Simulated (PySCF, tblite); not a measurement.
**Al2H5O4Si radical, a small gas-phase stand-in for a defect centre (alumina oxo dimer): EPR parameters**

Wanted: the EPR parameters for `[OH][Al]([OH])[O][Al]([OH])[SiH2]`. It is drawn as: silyl radical.

Computed with tblite 0.8.0 and PySCF 2.14.0; each step states its level. No surroundings beyond the atoms listed, unless a continuum is named. Atoms count from 0, parts from 1.

## 1. Starting point

12 atoms, charge 0, multiplicity 2; geometry: distance geometry start.

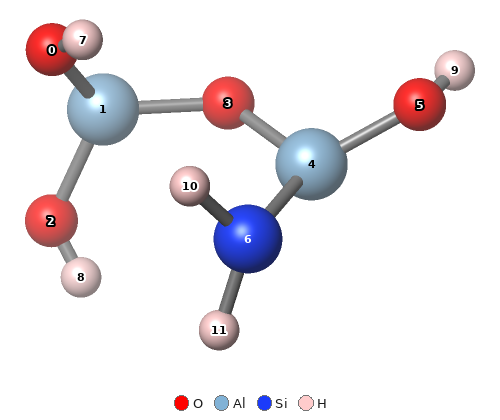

The starting geometry (oxygen red, aluminium light blue, silicon blue, hydrogen pink), atoms numbered.

## 2. Relaxing the cluster with GFN2-xTB

Job settings and geometry (Å):

```
{"job": {"kind": "relax", "xc": "GFN2-xTB", "basis": "xTB"}, "charge": 0, "multiplicity": 2}
O      2.561487     0.001251    -0.069547
Al     1.331559     0.057203     1.347129
O      1.275325    -1.435442     2.486635
O     -0.310880     0.823532     0.953185
Al    -1.656810     0.042371    -0.140326
O     -2.696891     1.244098    -1.084012
Si    -1.045068    -1.906834    -1.204537
H      2.323599    -0.043039    -1.012621
H      0.535825    -2.008870     2.609119
H     -3.030335     2.090773    -0.799916
H      0.160589    -1.856399    -1.998339
H     -1.247957    -3.125775    -0.482407
```

Level: GFN2-xTB geometry optimisation, gas phase.

Run with:

```bash
OMP_NUM_THREADS=1 python cluster_run.py task.json out
```

The driver reads the jobs from task.json and runs them one after another.

The program printed:

```text
step      E/eV     max force
  0    -621.93544    4.661
  1    -622.66304    3.097
  2    -623.69606    2.133
  3    -623.94394    1.661
  4    -624.04889    1.265
  5    -624.12875    0.725
  6    -624.16692    0.719
  7    -624.21967    0.756
  8    -624.25516    0.597
  9    -624.29387    0.519
 10    -624.32319    0.438
 11    -624.35667    0.499
 12    -624.38331    0.467
 13    -624.40083    0.368
 14    -624.41901    0.503
 15    -624.43277    0.363
 16    -624.45100    0.481
 17    -624.46374    0.577
 18    -624.47840    0.482
 19    -624.49062    0.356
 20    -624.50016    0.410
 21    -624.50863    0.416
 22    -624.51746    0.363
 23    -624.52494    0.187
 24    -624.53422    0.181
 25    -624.54020    0.243
 26    -624.54378    0.333
 27    -624.54872    0.368
 28    -624.55047    0.176
 29    -624.55209    0.083
 30    -624.55394    0.134
 31    -624.55569    0.126
 32    -624.55694    0.094
 33    -624.55760    0.073
 34    -624.55792    0.054
 35    -624.55857    0.083
 36    -624.56007    0.143
 37    -624.56323    0.204
 38    -624.56609    0.410
 39    -624.57079    0.181
 40    -624.57496    0.317
 41    -624.57821    0.280
 42    -624.58398    0.425
 43    -624.59565    0.716
 44    -624.62269    1.555
 45    -624.61187    1.438
 46    -624.65953    0.371
 47    -624.67375    0.816
 48    -624.69188    0.787
 49    -624.72645    0.658
 50    -624.73951    0.790
 51    -624.75989    0.301
 52    -624.77896    0.405
 53    -624.79242    0.364
 54    -624.80242    0.322
 55    -624.80805    0.239
 56    -624.81350    0.297
 57    -624.82047    0.314
 58    -624.83063    0.421
 59    -624.84025    0.454
 60    -624.84639    0.506
 61    -624.85459    0.240
 62    -624.85680    0.138
 63    -624.85885    0.146
 64    -624.86095    0.196
 65    -624.86506    0.252
 66    -624.86869    0.204
 67    -624.87162    0.111
 68    -624.87313    0.091
 69    -624.87415    0.104
 70    -624.87505    0.089
 71    -624.87586    0.079
 72    -624.87659    0.069
 73    -624.87743    0.098
 74    -624.87837    0.085
 75    -624.87899    0.049
 76    -624.87922    0.051
 77    -624.87939    0.037
 78    -624.87961    0.043
 79    -624.88001    0.067
 80    -624.88048    0.074
 81    -624.88096    0.056
 82    -624.88125    0.066
 83    -624.88145    0.078
 84    -624.88166    0.081
 85    -624.88201    0.102
 86    -624.88255    0.106
 87    -624.88315    0.083
 88    -624.88358    0.044
 89    -624.88376    0.022
 90    -624.88383    0.021
 91    -624.88387    0.022
 92    -624.88390    0.020
 93    -624.88394    0.019
 94    -624.88399    0.026
 95    -624.88406    0.030
 96    -624.88413    0.027
 97    -624.88419    0.021
 98    -624.88424    0.015
 99    -624.88428    0.015
100    -624.88432    0.016
101    -624.88435    0.019
102    -624.88440    0.023
103    -624.88449    0.025
104    -624.88465    0.034
105    -624.88486    0.040
106    -624.88504    0.034
107    -624.88512    0.020
108    -624.88515    0.027
109    -624.88518    0.019
110    -624.88529    0.037
111    -624.88540    0.051
112    -624.88557    0.047
113    -624.88569    0.036
114    -624.88575    0.025
115    -624.88579    0.029
116    -624.88581    0.017
117    -624.88584    0.015
118    -624.88587    0.015
119    -624.88589    0.010
120    -624.88590    0.012
121    -624.88591    0.009
122    -624.88592    0.011
123    -624.88594    0.015
124    -624.88597    0.017
125    -624.88600    0.018
126    -624.88603    0.014
127    -624.88605    0.010
128    -624.88606    0.009
129    -624.88607    0.007
```

Run time: 5.1 s. Hardware: 1 thread of Arm Neoverse N1, shared host.

Along the way:

```csv
step,energy from step 0 (eV),largest force (eV/Å)
0,0.0000,4.6608
5,-2.1933,0.7251
10,-2.3877,0.4387
15,-2.4973,0.3628
20,-2.5647,0.4106
25,-2.6048,0.2433
30,-2.6185,0.1342
35,-2.6231,0.0832
40,-2.6395,0.3175
45,-2.6764,1.4381
50,-2.8041,0.7906
55,-2.8726,0.2396
60,-2.9110,0.5066
65,-2.9296,0.2527
70,-2.9396,0.0886
75,-2.9436,0.0486
80,-2.9450,0.0741
85,-2.9466,0.1012
90,-2.9484,0.0209
95,-2.9486,0.0296
100,-2.9489,0.0157
105,-2.9494,0.0395
110,-2.9499,0.0372
115,-2.9504,0.0283
120,-2.9505,0.0114
125,-2.9506,0.0178
129,-2.9506,0.0070
```

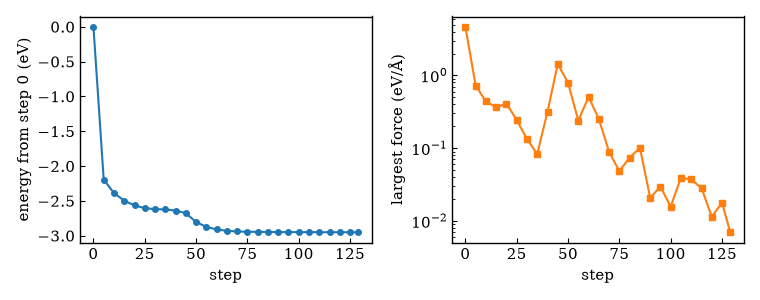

Energy and force, step by step.

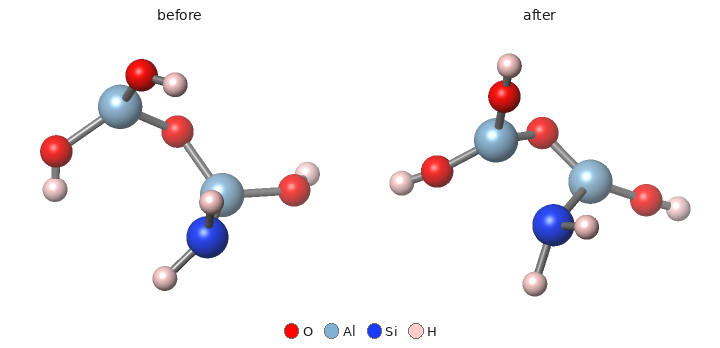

The geometry before (left) and after (right).

Distances of close pairs at the start and the end, largest changes first:

```csv
bond,before (Å),after (Å),change (Å)
Al1–Si6,4.002,2.625,-1.378
O3–Al4,1.902,1.657,-0.245
Al1–O2,1.879,1.651,-0.228
O0–Al1,1.877,1.652,-0.225
Al4–O5,1.848,1.642,-0.207
Al4–Si6,2.304,2.471,+0.167
Al1–O3,1.855,1.742,-0.113
Si6–H11,1.431,1.489,+0.057
```

## 3. Optimising the geometry at PBE0-D3(BJ)/def2-SVP

Job settings and geometry (Å):

```
{"job": {"xc": "PBE0", "basis": "def2-SVP", "d3": "d3bj", "grid": 2, "kind": "geom", "shake": 0.01}, "charge": 0, "multiplicity": 2}
O      2.499704     0.273901    -0.123970
Al     1.116555     0.091764     0.789026
O      1.006354    -0.919419     2.082243
O      0.026951     1.424985     0.781917
Al    -1.245539     1.023810    -0.256272
O     -2.622107     1.759758    -0.775881
Si    -0.396580    -1.200965    -0.904034
H      3.279790     0.599745    -0.563375
H      1.044611    -1.362325     2.937898
H     -3.396867     2.222035    -1.035720
H     -0.088991    -1.513281    -2.314343
H     -1.185389    -2.427593    -0.600488
```

The program printed:

```text
step   0  E = -1077.32413822  max force = 0.031529
step   1  E = -1077.33481309  max force = 0.007438
step   2  E = -1077.33570921  max force = 0.005380
step   3  E = -1077.33980650  max force = 0.024908
step   4  E = -1077.34054826  max force = 0.028853
step   5  E = -1077.34338341  max force = 0.016853
step   6  E = -1077.34472236  max force = 0.007578
step   7  E = -1077.34593492  max force = 0.007211
step   8  E = -1077.34645503  max force = 0.007856
step   9  E = -1077.34610886  max force = 0.009201
step  10  E = -1077.34870248  max force = 0.003085
step  11  E = -1077.34887360  max force = 0.002078
step  12  E = -1077.34903893  max force = 0.001169
step  13  E = -1077.34907735  max force = 0.001002
step  14  E = -1077.34921888  max force = 0.001032
step  15  E = -1077.34928928  max force = 0.001231
step  16  E = -1077.34957626  max force = 0.002383
step  17  E = -1077.35002088  max force = 0.003326
step  18  E = -1077.34981516  max force = 0.005729
step  19  E = -1077.35064292  max force = 0.003087
step  20  E = -1077.35087972  max force = 0.001751
step  21  E = -1077.35165605  max force = 0.010980
step  22  E = -1077.35203621  max force = 0.008408
step  23  E = -1077.35287594  max force = 0.006105
step  24  E = -1077.35358602  max force = 0.002887
step  25  E = -1077.35392119  max force = 0.003665
step  26  E = -1077.35417807  max force = 0.003238
step  27  E = -1077.35440008  max force = 0.002935
step  28  E = -1077.35468452  max force = 0.003669
step  29  E = -1077.35488480  max force = 0.004623
step  30  E = -1077.35513217  max force = 0.003572
step  31  E = -1077.35530621  max force = 0.002069
step  32  E = -1077.35539296  max force = 0.001352
step  33  E = -1077.35542575  max force = 0.001716
step  34  E = -1077.35544680  max force = 0.000907
step  35  E = -1077.35547443  max force = 0.000662
step  36  E = -1077.35549607  max force = 0.001161
step  37  E = -1077.35550986  max force = 0.001126
step  38  E = -1077.35551963  max force = 0.000848
step  39  E = -1077.35553452  max force = 0.001004
step  40  E = -1077.35554554  max force = 0.000896
step  41  E = -1077.35556682  max force = 0.001179
step  42  E = -1077.35560528  max force = 0.001402
step  43  E = -1077.35570485  max force = 0.003003
step  44  E = -1077.35562777  max force = 0.006582
step  45  E = -1077.35592238  max force = 0.001699
optimisation not converged
```

Wall time 21 min (1 thread of Arm Neoverse N1, shared host); peak memory 0.72 GiB.

Along the way: (not every step is listed) (the energy doesn't fall at every step)

```csv
step,energy from step 0 (eV),largest force component (eV/Å)
0,0.0000,1.6213
1,-0.2905,0.3825
2,-0.3149,0.2767
3,-0.4264,1.2808
4,-0.4465,1.4837
5,-0.5237,0.8666
6,-0.5601,0.3897
7,-0.5931,0.3708
8,-0.6073,0.4040
11,-0.6731,0.1069
14,-0.6825,0.0531
17,-0.7043,0.1710
20,-0.7277,0.0900
23,-0.7820,0.3139
26,-0.8174,0.1665
29,-0.8367,0.2377
32,-0.8505,0.0695
35,-0.8527,0.0340
38,-0.8539,0.0436
40,-0.8546,0.0461
41,-0.8552,0.0606
42,-0.8563,0.0721
43,-0.8590,0.1544
44,-0.8569,0.3385
45,-0.8649,0.0874
```

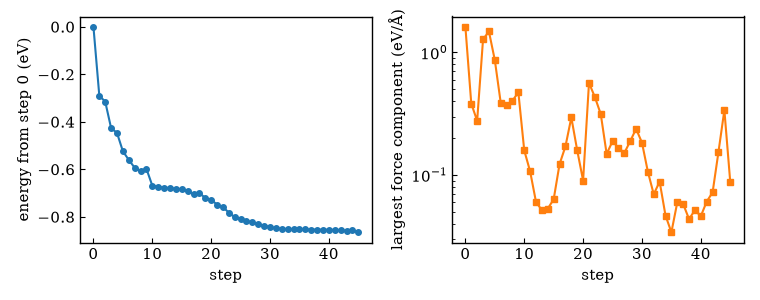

Energy and force, step by step.

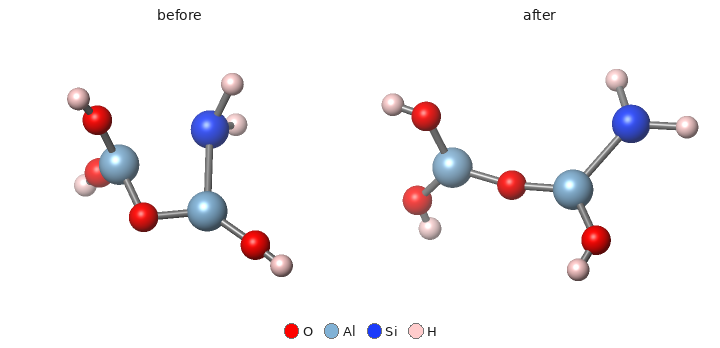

The geometry before (left) and after (right).

Distances of close pairs at the start and the end, largest changes first:

```csv
bond,before (Å),after (Å),change (Å)
Al1–Si6,2.613,4.887,+2.274
Al4–Si6,2.468,2.369,-0.099
Al1–O2,1.645,1.696,+0.051
Al4–O5,1.645,1.695,+0.050
Al1–O3,1.722,1.690,-0.032
O0–Al1,1.667,1.696,+0.029
O5–H9,0.939,0.958,+0.019
Si6–H10,1.477,1.491,+0.014
```

The final coordinates are the input of the step that follows.

The optimisation stopped before it met its thresholds, so this geometry is not quite a stationary point, and what follows inherits that.

```csv
at the end point,value
point group (found at 0.08 Å tolerance),C1
"rotational constants (GHz, main isotopes)","2.252, 0.640, 0.555"
dipole moment (D),2.34
⟨S²⟩,0.755
```

## 4. EPR parameters: B3LYP/IGLO-III+pcH-1

Job settings and geometry (Å):

```
{"job": {"kind": "epr"}, "charge": 0, "multiplicity": 2}
O      3.096996     1.121023     0.541313
Al     1.728384     0.206467     0.949780
O      1.883515    -0.980985     2.151178
O      0.225438     0.464160     0.220625
Al    -1.339580     0.383384    -0.427806
O     -2.436103     1.673397    -0.348735
Si    -2.103632    -1.588664    -1.495314
H      3.109649     1.774624    -0.158881
H      2.720641    -1.174960     2.575634
H     -2.306172     2.533323     0.052804
H     -3.359411    -1.705430    -2.290983
H     -1.182344    -2.734372    -1.752947
```

Level: UKS B3LYP, IGLO-III on Al O Si, pcH-1 on H, non-relativistic, mean-field spin-orbit, GIAO.

The program printed:

```text
UKS, coarse grid
  cycle   1  E = -1078.22220371  |g| = 1.23e+00
  cycle   2  E = -1076.08586266  |g| = 2.48e+00
  cycle   3  E = -1078.70765274  |g| = 3.01e-01
  cycle   4  E = -1078.73857037  |g| = 2.13e-01
  cycle   5  E = -1078.75323500  |g| = 3.97e-02
  cycle   6  E = -1078.75396543  |g| = 1.38e-02
  cycle   7  E = -1078.75401395  |g| = 7.12e-03
  cycle   8  E = -1078.75403014  |g| = 1.96e-03
  cycle   9  E = -1078.75403308  |g| = 3.82e-04
UKS, final grid
  cycle   1  E = -1078.75402846  |g| = 4.45e-04
  cycle   2  E = -1078.75402834  |g| = 7.82e-04
  cycle   3  E = -1078.75402855  |g| = 8.29e-05
  cycle   4  E = -1078.75402855  |g| = 3.95e-05
  cycle   5  E = -1078.75402855  |g| = 2.76e-05
E = -1078.75402855 Eh   <S^2> = 0.7540 (exact 0.7500)
g shifts (ppm)      1          2          3
  rmc          -111       -111       -111
  gc             -4         28         28
  oz_so          71       2148       4371
  total         -44       2065       4289
hyperfine (MHz)  atom isotope    a_iso     a_fc   dipolar eigenvalues
    0   17O       0.02       0.02     -0.07      0.03      0.05
    1  27Al      -0.24      -0.24     -0.26     -0.06      0.32
    2   17O      -0.05      -0.05     -0.12      0.04      0.08
    3   17O       0.11       0.10     -2.88      1.26      1.62
    4  27Al     -43.87     -43.75     -8.93     -4.82     13.75
    5   17O       1.13       1.12     -3.75      1.60      2.15
    6  29Si    -136.37    -137.68   -172.64     84.87     87.77
    7    1H       0.01       0.01     -0.34     -0.32      0.67
    8    1H       0.01       0.01     -0.33     -0.31      0.63
    9    1H      -1.73      -1.73     -1.78     -0.98      2.77
   10    1H     -34.94     -34.97    -11.12      2.92      8.20
   11    1H     -35.05     -35.07    -11.22      3.07      8.15
```

Wall time 2.8 min (1 thread of Arm Neoverse N1, shared host); peak memory 1.1 GiB.

Principal g values 2.00228, 2.00438, 2.00661; g(iso) = 2.00442, against 2.00232 for a free electron.

Hyperfine couplings, nucleus by nucleus at this fixed geometry (no averaging over rotations):

```csv
nuclei,isotope,a(iso) (MHz),"a(iso) (G, at g = 2.0023)",largest dipolar term (MHz)
Si6,29Si,-136.4,-48.7,-172.6
Al4,27Al,-43.9,-15.7,13.7
H11,1H,-35.0,-12.5,-11.2
H10,1H,-34.9,-12.5,-11.1
H9,1H,-1.7,-0.6,2.8
O5,17O,1.1,0.4,-3.7
Al1,27Al,-0.2,-0.1,0.3
O3,17O,0.1,0.0,-2.9
O2,17O,0.0,0.0,-0.1
O0,17O,0.0,0.0,-0.1
H8,1H,0.0,0.0,0.6
H7,1H,0.0,0.0,0.7
```

Mulliken spin populations:

```csv
atom,value (e)
O0,0.00
Al1,0.00
O2,0.00
O3,0.00
Al4,0.05
O5,0.01
Si6,1.01
H7,0.00
H8,0.00
H9,0.00
H10,-0.03
H11,-0.03
```

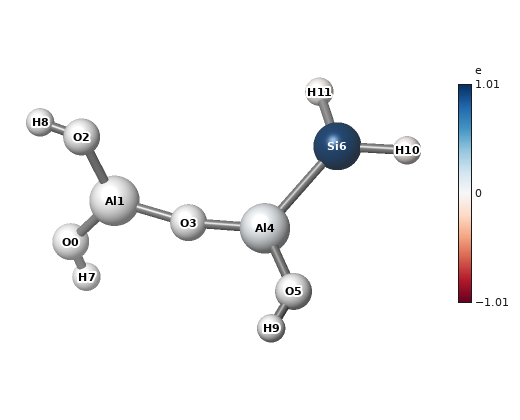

Mulliken spin populations, as colours on the atoms.

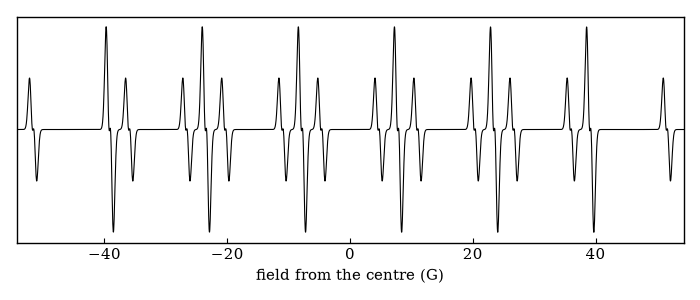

First-order isotropic spectrum (first derivative, main isotopes with spin only, couplings over 0.8 MHz, Gaussian width 0.3 G; couplings of the frozen geometry, rotation of groups not averaged beyond the rows shown).

## 5. EPR parameters: BHandHLYP/IGLO-III+pcH-1

Same as in step 4 but for these lines:

```diff
@@ -1,2 +1,2 @@
-{"job": {"kind": "epr"}, "charge": 0, "multiplicity": 2}
+{"job": {"kind": "epr", "xc": "BHandHLYP"}, "charge": 0, "multiplicity": 2}
 O      3.096996     1.121023     0.541313
```

Method: UKS BHandHLYP, IGLO-III on Al O Si, pcH-1 on H, non-relativistic, mean-field spin-orbit, GIAO.

The program printed:

```text
UKS, coarse grid
  cycle   1  E = -1078.16436582  |g| = 1.02e+00
  cycle   2  E = -1077.91408647  |g| = 1.33e+00
  cycle   3  E = -1078.53933953  |g| = 7.12e-02
  cycle   4  E = -1078.54043632  |g| = 5.39e-02
  cycle   5  E = -1078.54141789  |g| = 7.97e-03
  cycle   6  E = -1078.54144978  |g| = 2.29e-03
  cycle   7  E = -1078.54145254  |g| = 1.43e-03
  cycle   8  E = -1078.54145322  |g| = 3.84e-04
UKS, final grid
  cycle   1  E = -1078.54144707  |g| = 3.47e-04
  cycle   2  E = -1078.54144709  |g| = 4.04e-04
  cycle   3  E = -1078.54144715  |g| = 5.87e-05
  cycle   4  E = -1078.54144716  |g| = 2.51e-05
E = -1078.54144716 Eh   <S^2> = 0.7557 (exact 0.7500)
g shifts (ppm)      1          2          3
  rmc          -109       -109       -109
  gc             -5         28         27
  oz_so          90       1900       4210
  total         -24       1819       4128
hyperfine (MHz)  atom isotope    a_iso     a_fc   dipolar eigenvalues
    0   17O       0.03       0.03     -0.07      0.03      0.04
    1  27Al      -0.36      -0.36     -0.25     -0.08      0.33
    2   17O      -0.02      -0.02     -0.13      0.05      0.08
    3   17O       0.06       0.05     -2.65      1.11      1.54
    4  27Al     -56.28     -56.18     -9.96     -3.92     13.88
    5   17O       1.00       0.99     -3.25      1.37      1.88
    6  29Si    -162.05    -163.35   -171.10     83.87     87.22
    7    1H       0.01       0.01     -0.34     -0.32      0.66
    8    1H       0.00       0.00     -0.32     -0.30      0.63
    9    1H      -1.91      -1.91     -1.67     -0.97      2.64
   10    1H     -38.00     -38.03    -11.12      2.92      8.20
   11    1H     -38.02     -38.04    -11.23      3.08      8.16
```

It took 3 min on 1 thread of Arm Neoverse N1, shared host; peak memory 1.1 GiB.

In short: g(iso) 2.00429.

## 6. Comparing the runs: EPR parameters

g, ⟨S²⟩ and isotropic hyperfine couplings (MHz), with basis size and wall time:

```csv
run,g(iso),⟨S²⟩,29Si Si6,27Al Al4,1H H11,1H H10,1H H9,functions,time
B3LYP/IGLO-III+pcH-1,2.00442,0.754,-136.4,-43.9,-35.0,-34.9,-1.7,322,2.8 min
BHandHLYP/IGLO-III+pcH-1,2.00429,0.756,-162.0,-56.3,-38.0,-38.0,-1.9,322,3 min
```

## 7. What came out

| quantity | value |
| --- | --- |
| point group | C1 |
| rotational constants (main isotopes) | 2.25, 0.64, 0.56 GHz |
| g(iso) (B3LYP) | 2.00442 |
| ⟨S²⟩ | 0.754 (exact 0.75) |
| largest a(iso) | 29Si on Si6, -136.4 MHz |

**Reading.** The start of the PBE0/def2-SVP relaxation was shaken at random by about 0.01 Å, so part of the energy gained, and of the first lengths quoted, undoes that. Relaxing lowered the energy by 0.865 eV in 45 steps; the close pair that moved most is Al1–Si6, from 2.613 to 4.887 Å (PBE0/def2-SVP). No frequency check was run at this level, so the end point may be a saddle. The frame itself reshapes: Al1···Si6 goes from 2.61 to 4.89 Å, Al1···Al4 goes from 2.75 to 3.37 Å. Most of the unpaired spin sits on Si6 (1.01 e). The isotropic g lies 2.1 ppt above the free-electron value. The coupling of 29Si on Si6 runs from -162.0 (BHandHLYP/IGLO-III+pcH-1) to -136.4 MHz (B3LYP/IGLO-III+pcH-1). A capped cluster stands for the solid here, so long-range fields and strain are missing, and bands or shifts of the capping hydrogens have no counterpart in it.
